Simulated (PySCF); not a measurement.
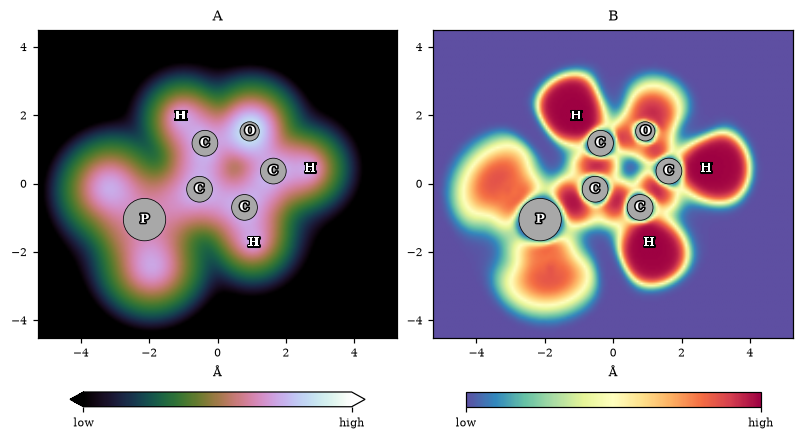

C₄H₄O₄P (charge −1): 2 fields on the plane of atoms C5, C9 and O8, with unlabelled colour scales. Grey discs cover the atomic cores.

Geometry: GFN2-xTB.

Theory: PBE0/pcSseg-1, SCF density, gas phase, non-relativistic (PySCF 2.14.0).

Match the panels to the quantities (electron density and electron localisation function).

Panel A: electron density. Panel B: electron localisation function. From the grid: C–O (1.35 Å): ρ is about 2.4 e/Å³ halfway; the ELF peaks at about 0.90 between the atoms, as expected for a shared but strongly polarised pair. C–C (1.36 Å): the density is about 2.2 e/Å³ at the midpoint; the ELF peaks at about 0.95 between the atoms (a covalent bond).
